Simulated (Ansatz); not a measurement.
# GeTe (SMILES [Ge][Te]) at CCSD/STO-3G

What is the electronic atomisation energy of GeTe at CCSD/STO-3G? 

The calculation is run with Ansatz 0.2.0.

73 further runs of the same task are left out: 41 that didn't finish, 32 set aside as unsound or not needed.

## Step 1: The structure to begin with

GeTe has 2 atoms, charge 0, and is taken as a singlet. SMILES: `[Ge][Te]`. The bond length is the measured one.

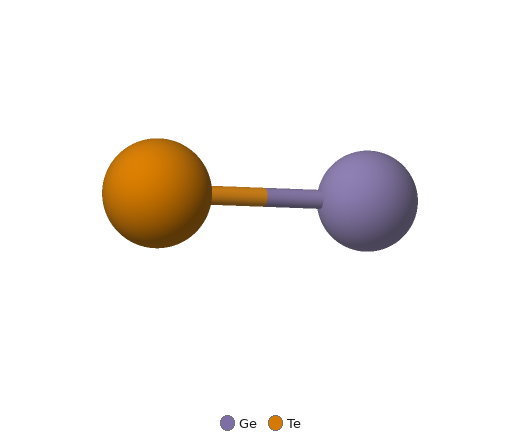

The structure, seen from a chosen angle (germanium purple, tellurium orange).

## Step 2: The energy at CCSD/STO-3G

in.yaml reads:

```yaml
basis:
  gaussian: {orbitals: STO-3G}
crystal:
  periodic: [false, false, false]
  atoms:
    - {symbol: Ge, position_ang: [0.000000, 0.000000, 0.000000]}
    - {symbol: Te, position_ang: [0.000000, 0.000000, 2.340165]}
correlation: {method: ccsd, frozen_orbitals: {Ge: 9, Te: 18}}
accuracy: high
scf: {omitted_lower_state_checks: [cluster_reference, increment]}
```

Started as:

```sh
$ ansatz run in.yaml --threads 1 --pin off --max-ram 2610MiB --events-out events.jsonl --progress --plain --runs-dir runs
```

What it wrote:

```text
Warning: RAYON_NUM_THREADS=1 ignored (pool sized by the plan → 1); use --threads N
[... 11 lines left out ...]
27 core orbitals not correlated: weight in the atoms' cores, before any rotation towards them, 1.000 or more for the frozen orbitals, at most 0.000 for the correlated occupied ones
[... 22 lines left out ...]
Total energy: -233989.67138859 eV, -8598.9618196351 hartree
Checks for a lower state left out: cluster_reference, increment
```

Wall time 0.95 s (1 thread of Arm Neoverse V1, shared host); peak memory 0.097 GiB.

## Step 3: The Ge atom

job.yaml reads:

```yaml
crystal:
  periodic: [false, false, false]
  atoms:
    - symbol: Ge
      position_ang: [0.000000, 0.000000, 0.000000]
basis:
  gaussian:
    orbitals: STO-3G
magnetization:
  spin_polarized: true
  initial_magnetization: 2
correlation:
  method: ccsd
  frozen_orbitals: {Ge: 9}
accuracy: high
scf:
  omitted_lower_state_checks: [cluster_reference, increment]
```

Run the same way, it converges to -2051.64970 Eh (log not shown).

## Step 4: The Te atom, same level

job.yaml reads:

```yaml
crystal:
  periodic: [false, false, false]
  atoms:
    - {symbol: Te, position_ang: [0.000000, 0.000000, 0.000000]}
basis:
  gaussian: {orbitals: STO-3G}
magnetization: {spin_polarized: true, initial_magnetization: 2}
correlation: {method: ccsd, frozen_orbitals: {Te: 18}}
accuracy: high
scf: {omitted_lower_state_checks: [cluster_reference, increment]}
```

Run the same way, it converges to -6547.12236 Eh (log not shown).

## Step 5: Outcome

At CCSD/STO-3G, 27 core orbitals frozen:

```
                                              quantity           value
                                molecule: total energy  -8598.96182 Eh
molecule: correlation energy (27 core orbitals frozen)       -74.1 mEh
                               molecule: T1 diagnostic           0.023
                                 Ge atom: total energy  -2051.64970 Eh
  Ge atom: correlation energy (9 core orbitals frozen)       -13.4 mEh
            Ge atom: ⟨S²⟩ of the reference determinant           2.000
                                Ge atom: T1 diagnostic           0.000
                                 Te atom: total energy  -6547.12236 Eh
 Te atom: correlation energy (18 core orbitals frozen)         0.0 mEh
            Te atom: ⟨S²⟩ of the reference determinant           2.000
                                Te atom: T1 diagnostic           0.000
                         electronic atomisation energy        5.164 eV
```

**Reading.** Taking the molecule apart into free atoms costs 5.16 eV (119 kcal/mol), before zero-point energy and without spin-orbit coupling. In a minimal basis such a difference can be off by several eV, whatever the method. The T1 diagnostic (molecule) of 0.023 is above the customary mark for such species, so a single reference may not serve. Relativity is left out (molecule) although the molecule holds a heavy atom. Relativity is left out (Te atom) although the molecule holds a heavy atom.
